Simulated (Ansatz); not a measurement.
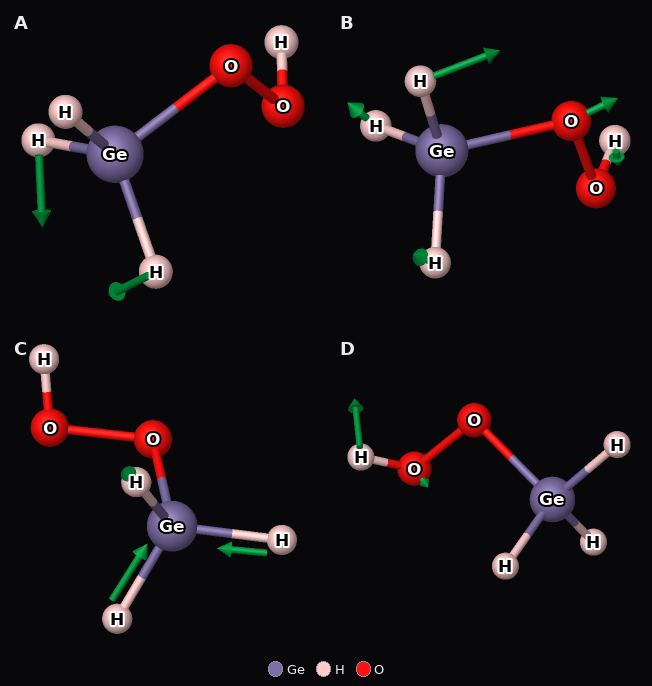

4 normal modes of one molecule or complex, as arrows. Harmonic vibrations computed with RKS PBE0-D4/def2-TZVP (Ansatz 0.2.0) at a stationary point of the same level.

### Match the panels to the wavenumbers 243 cm⁻¹, 694 cm⁻¹, 881 cm⁻¹, 2178 cm⁻¹.

A: 881 cm⁻¹, H–Ge–H bending
B: 694 cm⁻¹
C: 2178 cm⁻¹, in-phase stretching of 2 Ge–H bonds
D: 243 cm⁻¹, a torsion or out-of-plane motion in which bond lengths and bond angles hardly change
